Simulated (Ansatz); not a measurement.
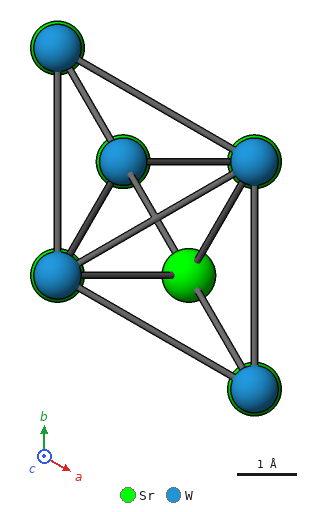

This is the input geometry for a relaxation of solid SrW (a generated structure, set up in R-3m) (coarse preliminary run). A ball-and-stick model of the conventional cell (3 times the calculation's cell), seen along the c axis. Lengths and directions refer to the drawn axes.

Level of theory: Ansatz, DFT PBE, scalar-relativistic, plane waves, PAW.

Input file:
```yaml
crystal:
  lattice:
    - [1.95158377, 1.12674742, 5.52638923]
    - [-1.95158377, 1.12674742, 5.52638923]
    - [0.0, -2.25349483, 5.52638923]
  atoms:
    - { symbol: Sr, position: [0.5, 0.5, 0.5] }
    - { symbol: W, position: [0.0, 0.0, 0.0] }
basis:
  ecutwfc: 420
kpoints:
  mp_grid: { grid: [6, 6, 6] }
hamiltonian:
  xc: pbe
scf:
  occupations: { method: gaussian, width: 0.1 }
  lower_state_search: "off"
output:
  forces: true
  stress: true
  eigenvalues: true
relax:
  adjacent_minimum: "off"
  f_tol: 0.04
  max_steps: 70
  cell: { stress_tol: 0.4 }
```

Launched with:
```bash
ansatz run input.yaml --threads 1 --pin off --max-ram 2048MiB --backend cpu --events-out ev --progress --plain --runs-dir out
```

Q: Predict the outcome.

A: No atom moves by more than 0.005 Å relative to the cell. The drawn cell changes as follows: a = b 3.903 → 3.064 Å (−21.5 %), c 16.579 → 16.914 Å (+2.0 %); the volume changes by −37.1 %. Among the contacts that change: W2–W2 3.903 → 3.064 Å, Sr1–Sr1 3.903 → 3.064 Å, Sr1–W2 3.566 → 3.328 Å. The space group stays R-3m (No. 166). After 7 accepted moves (8 points after the start) the energy has fallen by 969 meV per atom. All forces vanish by symmetry, so only the cell relaxes. The pressure goes from −11.09 to −0.04 GPa. The SCF was repeated once at an unchanged geometry on a basis and grid sized afresh for the cell, which shifted the energy by 0.5 meV per atom at most. Cost: 21 s on 1 thread of Arm Neoverse V1, with other jobs on the host, peak memory 0.34 GiB.

Step by step:

```tsv
step	E − E(0), meV/atom	pressure, GPa	volume, Å³/atom	note
0	0.00	-11.09	36.457	
1	-316.98	-10.50	32.279	
2	-590.02	-9.01	28.855	
3	-811.91	-6.15	25.907	
4	-949.12	-1.24	23.427	
5	-964.45	2.37	22.289	
6	-968.52	-0.65	23.081	
7	-969.06	-0.02	22.916	
8	-968.57	-0.04	22.916	same geometry, new basis
```

Final geometry:

```xyz
2
Lattice="1.5319 0.8844 5.6380 -1.5319 0.8844 5.6380 0.0000 -1.7689 5.6380" Properties=species:S:1:pos:R:3 pbc="T T T"
Sr    0.0000    0.0000    8.4569
W     0.0000   -1.7689    5.6380
```

The end point in the same view:

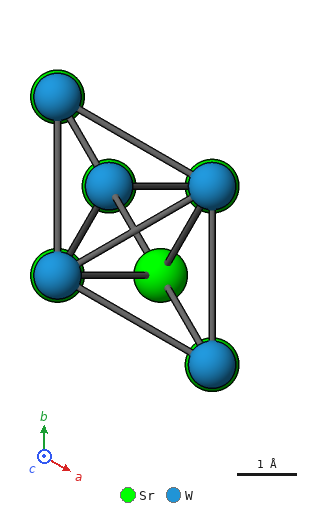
